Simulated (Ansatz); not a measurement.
## AlGa3C, from a guessed structure to a relaxed one

This structure for AlGa3C is made up. Its elements were placed in a known structure type with a cell scaled to their sizes. What cell does the guess relax to, and how far off was it?

Method: DFT, PBEsol, plane-wave PAW, files of the set soft_1, scalar-relativistic, no spin, cell and ions relaxed at zero pressure; PAW set soft_1, in the first sound run; inputs show where later runs differ, in Ansatz 0.2.0.

**1. The structure**

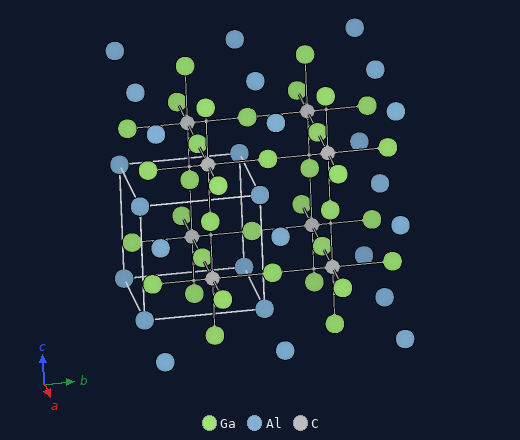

The cell as given, slightly off an axis (gallium green, aluminium light blue, carbon light grey). 2×2×2 cells are drawn. Some periodic images of atoms are drawn too.

**2. Relaxing cell and atoms**

The guessed cell has no reason to be at equilibrium. It is relaxed with the atoms, within the space group of the guess.

input.yaml reads:

```yaml
crystal:
  lattice:
    - [4.125, 0.0, 0.0]
    - [0.0, 4.125, 0.0]
    - [0.0, 0.0, 4.125]
  atoms:
    - { symbol: Ga, position: [0.5, 0.0, 0.5] }
    - { symbol: Ga, position: [0.5, 0.5, 0.0] }
    - { symbol: Ga, position: [0.0, 0.5, 0.5] }
    - { symbol: Al, position: [0.0, 0.0, 0.0] }
    - { symbol: C, position: [0.5, 0.5, 0.5] }
kpoints:
  mp_grid: { grid: [7, 7, 7] }
scf:
  occupations: { method: fermi_dirac, width: 0.05 }
hamiltonian:
  xc: pbesol
  pseudopotentials: { kind: paw, azcp: { folder: soft_1 }, xc_functional: pbe }
relax:
  f_tol: 0.015
  max_steps: 70
  cell: {}
output:
  forces: true
  stress: true
```

Run with:

```console
ansatz run input.yaml --threads 4 --pin off --max-ram 8192MiB --backend cpu --events-out ev --progress --plain --runs-dir out
```

Numbers of over 12 decimals in the logs are rounded to 6 here.

The program printed:

```text
Engine: ansatz 0.2.0, aarch64-unknown-linux-gnu
Pseudopotentials: kind: paw
Pseudopotential: Ga, paw, valence charge 13, recommended cutoff 420 eV (normal), soft_1/Ga.paw.azcp
Pseudopotential: Al, paw, valence charge 3, recommended cutoff 420 eV (normal), soft_1/Al.paw.azcp
Pseudopotential: C, paw, valence charge 4, recommended cutoff 420 eV (normal), soft_1/C.paw.azcp
Functional definition: PBEsol
  exchange = pbesol_x
  correlation = pbesol_c
Crystal: 5 atoms, lattice volume = 70.189 Å³
Basis set: ecut = 420 eV, 1357 PW (Γ), exchange–correlation on 60×60×60 points (8 copies of the dense FFT grid, shifted against one another)
Bands: 28, of which v1, the nominal top of the filled ones, is band 23 counted from 1 (22 counted from 0)
Symmetry: 48 space group operations
Space group: Pm-3m (ITA 221), of the structure as read, at distance tolerance 4.1e-5 Å
k-points: 20 of 343
Non-local potential: Ga, projectors of the file, l = 0: 2, l = 1: 2, l = 2: 3, l = 3: 1
Non-local potential: Al, projectors of the file, l = 0: 2, l = 1: 2, l = 2: 1
Non-local potential: C, projectors of the file, l = 0: 2, l = 1: 2, l = 2: 1
PAW form: soft (Blöchl's): semilocal exchange-correlation on the pseudo side does not see the compensation charge
PAW frozen core: Ga, regenerated for the run's functional, and the local potential with it (the file was generated under x = pbe(κ = 0.804, μ = 0.219515), c = pbe(β = 0.066725))
PAW frozen core: Al, regenerated for the run's functional, and the local potential with it (the file was generated under x = pbe(κ = 0.804, μ = 0.219515), c = pbe(β = 0.066725))
PAW frozen core: C, regenerated for the run's functional, and the local potential with it (the file was generated under x = pbe(κ = 0.804, μ = 0.219515), c = pbe(β = 0.066725))
PAW one-centre angular grid: Ga, 590 points (default); XC on 64 Gauss nodes
PAW one-centre angular grid: Al, 110 points (default); XC on 64 Gauss nodes
PAW one-centre angular grid: C, 110 points (default); XC on 64 Gauss nodes
Initial density: superposition of atomic densities (chi_scale 0.1, normalization cell, long waves kept (reshape's long-wave potential 0.02 eV rms))
Initial wavefunctions: pseudopotential atomic-orbital guess
Functional: x = pbesol(κ = 0.804, μ = 0.123457), c = pbesol(β = 0.046)
SCF iter   1: F=—  HF=-11997.775832 eV  |F-HF|=—  |Δ(HF+E_count)|=         —  Δρ=5.39e-2  dr2=3.05e0  ethr=3.10e-3  ⟨swp⟩=6.0  Hψ=2272  notcnv=0
preconditioner: auto → Kerker (q_TF=auto, 2.543 Å⁻¹)  [metal: Δε(μ)=0.073 eV  Ē_g=13.814 eV  σ=0.050 eV  W_gap=0.32  n_scr=18 (ndim 8)  ℏωp=30.1 eV  f_vac=0.000  D(μ)=2.53/eV (n_scr^D=18)]
SCF iter   2: F=—  HF=-11997.158120 eV  |F-HF|=—  |Δ(HF+E_count)|=   6.18e-1  Δρ=2.26e-2  dr2=2.46e-1  ethr=3.10e-3  ⟨swp⟩=2.2  Hψ=992  notcnv=0  defer=1
SCF iter   3: F=—  HF=-11997.122223 eV  |F-HF|=—  |Δ(HF+E_count)|=   3.59e-2  Δρ=9.85e-3  dr2=4.69e-2  ethr=5.35e-4  ⟨swp⟩=3.0  Hψ=1085  notcnv=0  defer=1
SCF iter   4: F=—  HF=-11997.115497 eV  |F-HF|=—  |Δ(HF+E_count)|=   6.73e-3  Δρ=4.24e-3  dr2=5.33e-3  ethr=1.02e-4  ⟨swp⟩=2.0  Hψ=1116  notcnv=0  defer=1
SCF iter   5: F=—  HF=-11997.111940 eV  |F-HF|=—  |Δ(HF+E_count)|=   3.56e-3  Δρ=6.75e-4  dr2=2.40e-4  ethr=1.16e-5  ⟨swp⟩=2.0  Hψ=881  notcnv=0  defer=1
SCF iter   6: F=—  HF=-11997.111932 eV  |F-HF|=—  |Δ(HF+E_count)|=   7.74e-6  Δρ=1.51e-4  dr2=1.13e-5  ethr=5.22e-7  ⟨swp⟩=2.2  Hψ=787  notcnv=0  defer=1
SCF iter   7: F=—  HF=-11997.111901 eV  |F-HF|=—  |Δ(HF+E_count)|=   3.12e-5  Δρ=4.25e-5  dr2=1.89e-6  ethr=2.47e-8  ⟨swp⟩=2.0  Hψ=1018  notcnv=0  defer=1
SCF iter   8: F=-11997.111900 eV  HF=-11997.111901 eV  |F-HF|=1.79e-8  |Δ(HF+E_count)|=   4.52e-7  Δρ=7.14e-6  dr2=4.04e-8  ethr=2.17e-10  ⟨swp⟩=2.5  Hψ=2172  notcnv=0
SCF 1 converged in 8 iterations: F = -11997.111900 eV  dr2 = 4.04e-8
  greatest PAW one-centre occupation: 0.995 electrons in one spin orbital (limit 2), on the Ga atom at site 2 (counted from 0), in its partial waves of l = 2
relax step   1: F+E_penalty+E_count = -11997.11190050 eV  Δ(F+E_penalty+E_count) = +0.000e0 eV  max|allowed force component| = 7.639e-30 eV/Å  Δτ_max = 0.0000 Å  P = +12.490 GPa  Ω = 70.189 Å³  (8 SCF iters, dr2 threshold 1.00e-7 eV, accepted)
Crystal: 5 atoms, lattice volume = 76.255 Å³
Basis set: ecut = 420 eV, 1503 PW (Γ), exchange–correlation on 60×60×60 points (8 copies of the dense FFT grid, shifted against one another)
Initial density: handed on by an earlier stage of this run
Initial wavefunctions: those handed on with the density
iter 1 solved again at ethr=2.81e-4 eV; its pass at ethr=3.10e-3 eV (dr2=1.29e-1 eV) is discarded
SCF iter   1: F=—  HF=-11997.410919 eV  |F-HF|=—  |Δ(HF+E_count)|=         —  Δρ=1.03e-2  dr2=1.31e-1  ethr=2.81e-4  ⟨swp⟩=1.1  Hψ=3048  notcnv=0
preconditioner: auto → Kerker (q_TF=auto, 2.508 Å⁻¹)  [metal: Δε(μ)=0.070 eV  Ē_g=14.161 eV  σ=0.050 eV  W_gap=0.31  n_scr=18 (ndim 8)  ℏωp=28.8 eV  f_vac=0.000  D(μ)=2.11/eV (n_scr^D=18)]
SCF iter   2: F=—  HF=-11997.383773 eV  |F-HF|=—  |Δ(HF+E_count)|=   2.71e-2  Δρ=2.40e-3  dr2=5.21e-3  ethr=2.81e-4  ⟨swp⟩=2.1  Hψ=794  notcnv=0
SCF iter   3: F=—  HF=-11997.382551 eV  |F-HF|=—  |Δ(HF+E_count)|=   1.22e-3  Δρ=1.05e-3  dr2=7.96e-4  ethr=1.13e-5  ⟨swp⟩=2.0  Hψ=994  notcnv=0
SCF iter   4: F=—  HF=-11997.382271 eV  |F-HF|=—  |Δ(HF+E_count)|=   2.80e-4  Δρ=6.59e-4  dr2=2.58e-4  ethr=1.73e-6  ⟨swp⟩=2.0  Hψ=910  notcnv=0
SCF iter   5: F=—  HF=-11997.382198 eV  |F-HF|=—  |Δ(HF+E_count)|=   7.33e-5  Δρ=1.40e-4  dr2=6.58e-6  ethr=5.61e-7  ⟨swp⟩=2.2  Hψ=996  notcnv=0
SCF iter   6: F=—  HF=-11997.382192 eV  |F-HF|=—  |Δ(HF+E_count)|=   5.99e-6  Δρ=2.49e-5  dr2=5.12e-7  ethr=1.09e-9  ⟨swp⟩=3.5  Hψ=2586  notcnv=0
SCF iter   7: F=-11997.382191 eV  HF=-11997.382191 eV  |F-HF|=1.88e-8  |Δ(HF+E_count)|=   3.27e-7  Δρ=4.02e-6  dr2=1.81e-8  ethr=1.09e-9  ⟨swp⟩=4.2  Hψ=2030  notcnv=0
SCF 2 converged in 7 iterations: F = -11997.382191 eV  dr2 = 1.81e-8
relax step   2: F+E_penalty+E_count = -11997.38219129 eV  Δ(F+E_penalty+E_count) = -2.703e-1 eV  max|allowed force component| = 1.295e-30 eV/Å  Δτ_max = 0.0000 Å  P = +2.646 GPa  Ω = 76.255 Å³  energy of the carried Pulay correction = -3.068e-3 eV  (7 SCF iters, dr2 threshold 5.00e-7 eV, accepted)
Crystal: 5 atoms, lattice volume = 78.068 Å³
Basis set: ecut = 420 eV, 1551 PW (Γ), exchange–correlation on 60×60×60 points (8 copies of the dense FFT grid, shifted against one another)
iter 1 solved again at ethr=1.86e-5 eV; its pass at ethr=3.10e-3 eV (dr2=8.54e-3 eV) is discarded
SCF iter   1: F=—  HF=-11997.400398 eV  |F-HF|=—  |Δ(HF+E_count)|=         —  Δρ=2.66e-3  dr2=9.12e-3  ethr=1.86e-5  ⟨swp⟩=2.0  Hψ=2968  notcnv=0
preconditioner: auto → Kerker (q_TF=auto, 2.498 Å⁻¹)  [metal: Δε(μ)=0.089 eV  Ē_g=14.029 eV  σ=0.050 eV  W_gap=0.37  n_scr=18 (ndim 8)  ℏωp=28.5 eV  f_vac=0.000  D(μ)=2.33/eV (n_scr^D=18)]
SCF iter   2: F=—  HF=-11997.398560 eV  |F-HF|=—  |Δ(HF+E_count)|=   1.84e-3  Δρ=5.72e-4  dr2=3.27e-4  ethr=1.86e-5  ⟨swp⟩=2.0  Hψ=696  notcnv=0
SCF iter   3: F=—  HF=-11997.398474 eV  |F-HF|=—  |Δ(HF+E_count)|=   8.67e-5  Δρ=2.50e-4  dr2=3.68e-5  ethr=7.11e-7  ⟨swp⟩=2.1  Hψ=826  notcnv=0
SCF iter   4: F=—  HF=-11997.398474 eV  |F-HF|=—  |Δ(HF+E_count)|=   4.81e-7  Δρ=1.09e-4  dr2=4.08e-6  ethr=7.99e-8  ⟨swp⟩=2.0  Hψ=1019  notcnv=0
SCF iter   5: F=-11997.398468 eV  HF=-11997.398468 eV  |F-HF|=1.86e-7  |Δ(HF+E_count)|=   5.66e-6  Δρ=2.18e-5  dr2=4.33e-7  ethr=1.09e-9  ⟨swp⟩=5.0  Hψ=2463  notcnv=0
SCF 3 converged in 5 iterations: F = -11997.398468 eV  dr2 = 4.33e-7
  greatest PAW one-centre occupation: 0.995 electrons in one spin orbital (limit 2), on the Ga atom at site 1 (counted from 0), in its partial waves of l = 2
relax step   3: F+E_penalty+E_count = -11997.39846823 eV  Δ(F+E_penalty+E_count) = -1.628e-2 eV  max|allowed force component| = 1.249e-30 eV/Å  Δτ_max = 0.0000 Å  P = +0.433 GPa  Ω = 78.068 Å³  energy of the carried Pulay correction = -3.937e-3 eV  (5 SCF iters, dr2 threshold 5.00e-7 eV, accepted)
Crystal: 5 atoms, lattice volume = 78.433 Å³
iter 1 solved again at ethr=7.98e-7 eV; its pass at ethr=3.10e-3 eV (dr2=3.67e-4 eV) is discarded
SCF iter   1: F=—  HF=-11997.398926 eV  |F-HF|=—  |Δ(HF+E_count)|=         —  Δρ=5.28e-4  dr2=3.60e-4  ethr=7.98e-7  ⟨swp⟩=2.0  Hψ=2868  notcnv=0
preconditioner: auto → Kerker (q_TF=auto, 2.496 Å⁻¹)  [metal: Δε(μ)=0.080 eV  Ē_g=14.001 eV  σ=0.050 eV  W_gap=0.34  n_scr=18 (ndim 8)  ℏωp=28.4 eV  f_vac=0.000  D(μ)=2.44/eV (n_scr^D=18)]
SCF iter   2: F=—  HF=-11997.398811 eV  |F-HF|=—  |Δ(HF+E_count)|=   1.16e-4  Δρ=1.18e-4  dr2=1.35e-5  ethr=7.83e-7  ⟨swp⟩=1.9  Hψ=678  notcnv=0
SCF iter   3: F=—  HF=-11997.398809 eV  |F-HF|=—  |Δ(HF+E_count)|=   1.53e-6  Δρ=5.50e-5  dr2=1.83e-6  ethr=2.94e-8  ⟨swp⟩=2.1  Hψ=917  notcnv=0
SCF iter   4: F=-11997.398808 eV  HF=-11997.398809 eV  |F-HF|=3.96e-7  |Δ(HF+E_count)|=   1.33e-7  Δρ=2.03e-5  dr2=1.80e-7  ethr=1.02e-9  ⟨swp⟩=4.8  Hψ=2224  notcnv=0
SCF 4 converged in 4 iterations: F = -11997.398808 eV  dr2 = 1.80e-7
  greatest PAW one-centre occupation: 0.995 electrons in one spin orbital (limit 2), on the Ga atom at site 0 (counted from 0), in its partial waves of l = 2
relax step   4: F+E_penalty+E_count = -11997.39880849 eV  Δ(F+E_penalty+E_count) = -3.403e-4 eV  max|allowed force component| = 9.992e-31 eV/Å  Δτ_max = 0.0000 Å  P = +0.021 GPa  Ω = 78.433 Å³  energy of the carried Pulay correction = -4.109e-3 eV  (4 SCF iters, dr2 threshold 4.68e-7 eV, accepted)
Initial wavefunctions: pseudopotential atomic-orbital guess (no wavefunctions were taken with the density)
iter 1 solved again at ethr=3.30e-7 eV; its pass at ethr=3.10e-3 eV (dr2=1.52e-4 eV) is discarded
SCF iter   1: F=—  HF=-11997.403905 eV  |F-HF|=—  |Δ(HF+E_count)|=         —  Δρ=1.04e-3  dr2=2.36e-5  ethr=3.30e-7  ⟨swp⟩=2.8  Hψ=3597  notcnv=0
preconditioner: auto → Kerker (q_TF=auto, 2.496 Å⁻¹)  [metal: Δε(μ)=0.077 eV  Ē_g=13.997 eV  σ=0.050 eV  W_gap=0.33  n_scr=18 (ndim 8)  ℏωp=28.4 eV  f_vac=0.000  D(μ)=2.47/eV (n_scr^D=18)]
SCF iter   2: F=—  HF=-11997.404049 eV  |F-HF|=—  |Δ(HF+E_count)|=   1.44e-4  Δρ=5.42e-4  dr2=1.19e-5  ethr=5.14e-8  ⟨swp⟩=2.0  Hψ=921  notcnv=0
SCF iter   3: F=—  HF=-11997.404074 eV  |F-HF|=—  |Δ(HF+E_count)|=   2.57e-5  Δρ=1.45e-4  dr2=6.40e-7  ethr=2.59e-8  ⟨swp⟩=2.0  Hψ=857  notcnv=0
SCF iter   4: F=—  HF=-11997.404076 eV  |F-HF|=—  |Δ(HF+E_count)|=   2.02e-6  Δρ=2.12e-5  dr2=6.74e-8  ethr=1.39e-9  ⟨swp⟩=2.0  Hψ=1009  notcnv=0
SCF iter   5: F=—  HF=-11997.404076 eV  |F-HF|=—  |Δ(HF+E_count)|=   7.46e-8  Δρ=3.86e-6  dr2=8.35e-9  ethr=1.47e-10  ⟨swp⟩=2.0  Hψ=1018  notcnv=0
SCF iter   6: F=—  HF=-11997.404076 eV  |F-HF|=—  |Δ(HF+E_count)|=   5.51e-9  Δρ=1.67e-6  dr2=1.30e-9  ethr=1.82e-11  ⟨swp⟩=2.0  Hψ=1018  notcnv=0
SCF iter   7: F=-11997.404076 eV  HF=-11997.404076 eV  |F-HF|=2.00e-11  |Δ(HF+E_count)|=  1.15e-10  Δρ=1.99e-7  dr2=3.68e-11  ethr=1.00e-12  ⟨swp⟩=2.6  Hψ=2176  notcnv=0
SCF 5 converged in 7 iterations: F = -11997.404076 eV  dr2 = 3.68e-11
relax step   5: F+E_penalty+E_count = -11997.40407642 eV  Δ(F+E_penalty+E_count) = -5.268e-3 eV  max|allowed force component| = 3.057e-30 eV/Å  Δτ_max = 0.0000 Å  P = +0.071 GPa  Ω = 78.433 Å³  stress off target by 7.14e-2 GPa  SCF on the basis re-selected at this cell (its energy is not comparable with the rows above)  (7 SCF iters)
basis re-selected at this cell: Δ(F+E_penalty+E_count) = -5.268e-3 eV, ΔP = +0.051 GPa vs the last step (what re-selecting the basis moved, of the pressure what is left beyond the Pulay correction that the steps carried, after the strain that the cell walked since its last selection, with what the two solves' SCF thresholds leave and, on support functions, any second-order correction that the steps lacked; it is no m [...]
Crystal: 5 atoms, lattice volume = 78.496 Å³
iter 1 solved again at ethr=2.13e-8 eV; its pass at ethr=3.10e-3 eV (dr2=9.78e-6 eV) is discarded
SCF iter   1: F=—  HF=-11997.404110 eV  |F-HF|=—  |Δ(HF+E_count)|=         —  Δρ=8.82e-5  dr2=1.00e-5  ethr=2.13e-8  ⟨swp⟩=2.0  Hψ=2630  notcnv=0
preconditioner: auto → Kerker (q_TF=auto, 2.496 Å⁻¹)  [metal: Δε(μ)=0.078 eV  Ē_g=13.997 eV  σ=0.050 eV  W_gap=0.34  n_scr=18 (ndim 8)  ℏωp=28.4 eV  f_vac=0.000  D(μ)=2.47/eV (n_scr^D=18)]
SCF iter   2: F=—  HF=-11997.404063 eV  |F-HF|=—  |Δ(HF+E_count)|=   4.67e-5  Δρ=1.92e-5  dr2=3.46e-7  ethr=2.13e-8  ⟨swp⟩=1.9  Hψ=678  notcnv=0
SCF iter   3: F=—  HF=-11997.404063 eV  |F-HF|=—  |Δ(HF+E_count)|=   4.97e-8  Δρ=8.48e-6  dr2=4.21e-8  ethr=2.77e-11  ⟨swp⟩=4.5  Hψ=2054  notcnv=0
SCF iter   4: F=-11997.404063 eV  HF=-11997.404063 eV  |F-HF|=1.38e-8  |Δ(HF+E_count)|=  8.15e-10  Δρ=3.53e-6  dr2=4.15e-9  ethr=2.77e-11  ⟨swp⟩=4.0  Hψ=2022  notcnv=0
SCF 6 converged in 4 iterations: F = -11997.404063 eV  dr2 = 4.15e-9
relax step   6: F+E_penalty+E_count = -11997.40406320 eV  Δ(F+E_penalty+E_count) = +1.322e-5 eV  max|allowed force component| = 2.156e-30 eV/Å  Δτ_max = 0.0000 Å  P = +0.001 GPa  Ω = 78.496 Å³  energy of the carried Pulay correction = -2.760e-5 eV  (4 SCF iters, dr2 threshold 1.27e-8 eV, accepted)
iter 1 solved again at ethr=2.19e-7 eV; its pass at ethr=3.10e-3 eV (dr2=1.01e-4 eV) is discarded
SCF iter   1: F=—  HF=-11997.404114 eV  |F-HF|=—  |Δ(HF+E_count)|=         —  Δρ=3.64e-6  dr2=4.69e-9  ethr=2.19e-7  ⟨swp⟩=2.8  Hψ=3588  notcnv=0
eigensolver tolerance schedule: the retry pair's looser diagonalisation over-reported the residual by 21452.87 of it (diagonalisation noise at an unbounded share of the residual, at the tolerance the schedule requests for it); recorded, not acted on — ethr = c·dr2/N_el stays at c = 1.0e-1
preconditioner: auto → Kerker (q_TF=auto, 2.496 Å⁻¹)  [metal: Δε(μ)=0.077 eV  Ē_g=13.996 eV  σ=0.050 eV  W_gap=0.33  n_scr=18 (ndim 8)  ℏωp=28.4 eV  f_vac=0.000  D(μ)=2.47/eV (n_scr^D=18)]
SCF iter   2: F=—  HF=-11997.404069 eV  |F-HF|=—  |Δ(HF+E_count)|=   4.50e-5  Δρ=1.20e-6  dr2=1.42e-9  ethr=1.02e-11  ⟨swp⟩=3.2  Hψ=1240  notcnv=0
SCF iter   3: F=—  HF=-11997.404069 eV  |F-HF|=—  |Δ(HF+E_count)|=  2.66e-10  Δρ=7.58e-7  dr2=4.56e-10  ethr=3.08e-12  ⟨swp⟩=1.3  Hψ=645  notcnv=0
SCF iter   4: F=-11997.404069 eV  HF=-11997.404069 eV  |F-HF|=2.36e-11  |Δ(HF+E_count)|=  1.53e-10  Δρ=2.16e-7  dr2=4.50e-11  ethr=1.00e-12  ⟨swp⟩=2.9  Hψ=2118  notcnv=0
SCF 7 converged in 4 iterations: F = -11997.404069 eV  dr2 = 4.50e-11
relax step   7: F+E_penalty+E_count = -11997.40406918 eV  Δ(F+E_penalty+E_count) = -5.986e-6 eV  max|allowed force component| = 2.689e-30 eV/Å  Δτ_max = 0.0000 Å  P = +0.002 GPa  Ω = 78.496 Å³  stress off target by 1.70e-3 GPa  SCF on the basis re-selected at this cell (its energy is not comparable with the rows above)  (4 SCF iters)
basis re-selected at this cell: Δ(F+E_penalty+E_count) = -5.986e-6 eV, ΔP = +0.000 GPa vs the last step (what re-selecting the basis moved, of the pressure what is left beyond the Pulay correction that the steps carried, after the strain that the cell walked since its last selection, with what the two solves' SCF thresholds leave and, on support functions, any second-order correction that the steps lacked; it is no m [...]
SCF converged after 4 iterations
Free energy (F): -11997.404069 eV
Harris-Foulkes:  -11997.404069 eV  (|F-HF|=2.36e-11)
Internal energy: -11997.383729 eV  (E = F + TS)
E sigma→0 (E₀):  -11997.393899 eV
Entropy (-TS):   -0.020340 eV (-4.068 meV/atom)
Fermi energy:    9.573914 eV
--- Per-component energies (eV) ---
  E_band       = -91.411404
  E_kinetic    = 438.059424
  E_local      = -4537.643385  (includes V_loc(G=0)·N_el)
  E_nonlocal   = -248.940438
  E_hartree    = 2861.228686
  E_xc         = -272.519409
  E_vxc        = -254.840307  (∫ρ·V_xc dr)
  E_paw        = -6396.870159  (= ΣΔE_a)
  E_vpaw       = -1210.503223  (= ΣTr[D̂ρ^β])
  E_aug_tail   = -0.000604  (compensation charges beyond the density's cutoff)
  E_ewald      = -3843.327021
  E_core_change = 2.629177  (= ΣΔE_core)
  E_smearing   = -0.020340  (= −TS)
  E_closure    = 0.000000  (closes the sum)
  Σ components = -11997.404069   (vs F -11997.404069, Δ=0.00e0)
--- Forces (eV/Å), atoms counted from 1 ---
  atom   1  Ga     0.00000000     0.00000000     0.00000000
  atom   2  Ga     0.00000000     0.00000000     0.00000000
  atom   3  Ga    -0.00000000    -0.00000000    -0.00000000
  atom   4  Al    -0.00000000     0.00000000    -0.00000000
  atom   5  C      0.00000000     0.00000000     0.00000000
  max |Σ_I F_I| component: 3.55e-30 eV/Å
--- Stress (GPa, compression-positive) ---
        0.001699      -0.000000      -0.000000
       -0.000000       0.001699      -0.000000
       -0.000000      -0.000000       0.001699
  P = ⅓ Tr σ = 0.0017 GPa (0.017 kbar)
--- Relaxed structure (5 steps of the walk, 5 accepted, 2 SCFs on fresh bases) ---
  F+E_penalty+E_count = -11997.40406918 eV   max|allowed force component| = 2.689e-30 eV/Å   (the final SCF, on the basis selected at the relaxed cell)
  cell:  # Å, volume = 78.4960 Å³
    - [4.281697, 0, 0]
    - [0, 4.281697, 0.0]
    - [0, 0.0, 4.281697]
  atoms:
    - { symbol: Ga, position: [0.5, 0, 0.5] }
    - { symbol: Ga, position: [0.5, 0.5, 0] }
    - { symbol: Ga, position: [0, 0.5, 0.5] }
    - { symbol: Al, position: [0, 0, 0] }
    - { symbol: C, position: [0.5, 0.5, 0.5] }
```

Elapsed: 5.5 s, on 4 threads of Arm Neoverse V1, shared host; peak memory 0.4 GiB.

The steps of the relaxation:

```
step  energy less that of the first step (eV)  largest force component (eV/Å)  pressure (GPa)  volume (Å³)
   1                                   0.0000                          0.0000           12.49        70.19
   2                                  -0.2703                          0.0000            2.65        76.26
   3                                  -0.2866                          0.0000            0.43        78.07
   4                                  -0.2869                          0.0000            0.02        78.43
  5*                                  -0.2922                          0.0000            0.07        78.43
   6                                  -0.2922                          0.0000            0.00        78.50
  7*                                  -0.2922                          0.0000            0.00        78.50
```

Relaxation steps marked * repeat the geometry before them on a plane-wave basis chosen anew for their cell, so energy and pressure can jump there.

The run keeps the 48 symmetry operations that it works with, so distortions that break them were not tested.

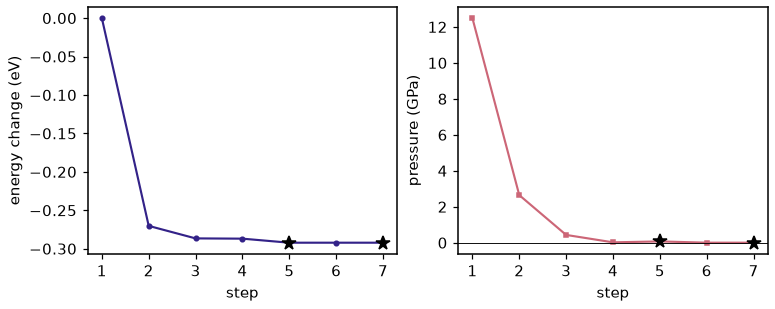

Energy and pressure along the relaxation. Stars mark steps on a basis chosen anew.

```
conventional cell, symmetrised  before  after   change
                         a (Å)   4.125  4.282   +3.8 %
                         b (Å)   4.125  4.282   +3.8 %
                         c (Å)   4.125  4.282   +3.8 %
              volume (Å³/atom)   14.04  15.70  +11.8 %
```

Final coordinates:

```cif
data_structure
_symmetry_space_group_name_H-M 'P 1'
_symmetry_Int_Tables_number 1
_cell_length_a 4.2817
_cell_length_b 4.2817
_cell_length_c 4.2817
_cell_angle_alpha 90.000
_cell_angle_beta 90.000
_cell_angle_gamma 90.000
_cell_volume 78.50
loop_
_atom_site_label
_atom_site_type_symbol
_atom_site_fract_x
_atom_site_fract_y
_atom_site_fract_z
_atom_site_occupancy
Ga1 Ga 0.50000 0.00000 0.50000 1
Ga2 Ga 0.50000 0.50000 0.00000 1
Ga3 Ga 0.00000 0.50000 0.50000 1
Al4 Al 0.00000 0.00000 0.00000 1
C5 C 0.50000 0.50000 0.50000 1
```

This step gave:

| Item | Value |
| --- | --- |
| free energy | -11997.4041 eV |
| energy at zero smearing | -11997.3939 eV |
| smearing term TS | 0.02034 eV |
| Fermi energy | 9.574 eV |
| electrons | 46 |
| symmetry operations | 48 |
| pressure | 0.001699 GPa |

The shortest distance of each pair, which need not be the same contact before and after:

```
 pair  guess (Å)  relaxed (Å)
 C–Ga      2.062        2.141
Ga–Ga      2.917        3.028
Al–Ga      2.917        3.028
 Al–C      3.572        3.708
Al–Al      4.125        4.282
```

The relaxation ends with a pressure of 0.00 GPa.

(Part 1 of 2 ends here.)

[Logs are printed without paths, hosts, clocks, repeated set-up lines and the standing remarks that a program may print on its own settings, such as how far it seeks lower states.]

[Hosts, paths, dates, database ids (printed as entryN), source tags and the programs' standing remarks are cut or masked in the printed files.]
